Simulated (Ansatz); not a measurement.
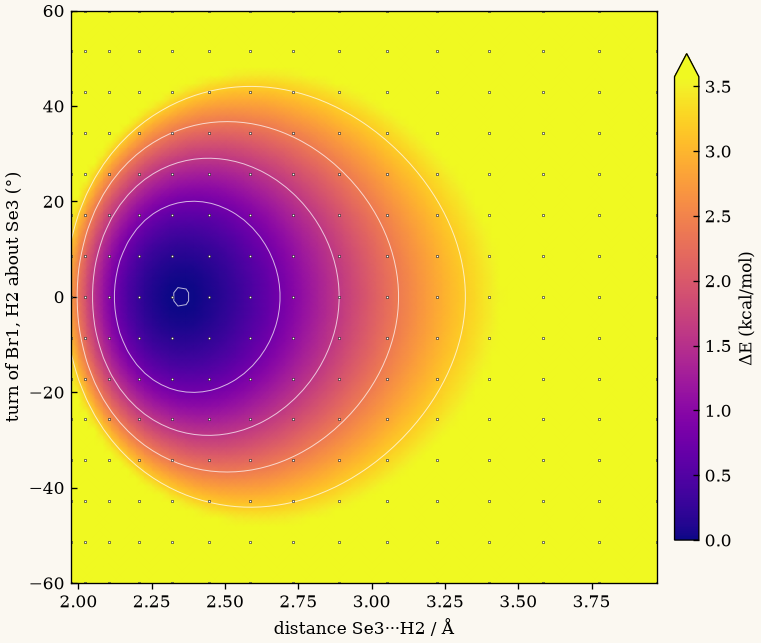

The pair BrH···H₂Se. The turn is about an axis along (0.88, −0.34, −0.33) in the frame of the relaxed pair, normal to the line between the partners. The first coordinate is: distance Se3···H2; the second: turn of Br1, H2 about Se3. The scan uses a 15 × 15 grid; 120 points were computed and 105 follow by symmetry. Points are written as (first, second). All energies are given in kcal/mol relative to the lowest grid point. Level of theory: Ansatz, RKS PBE-D4/def2-SVPD.

In the figure: a smooth colour map with a few white contour lines, dots at the grid points, one colour for all values above the top of the scale. Between grid points the surface is interpolated.

Estimate the position of the minimum and the force constants in these coordinates.

Answer. The interpolated minimum is at distance Se3···H2 ≈ 2.349 Å, turn of Br1, H2 about Se3 ≈ 0.0°. The curvatures there are about 0.97 eV/Å² and 0.61 eV/rad², with a cross term of about 0 eV/(Å·rad). Round the minimum the two coordinates are nearly uncoupled. (1 eV is 23.1 kcal/mol.)
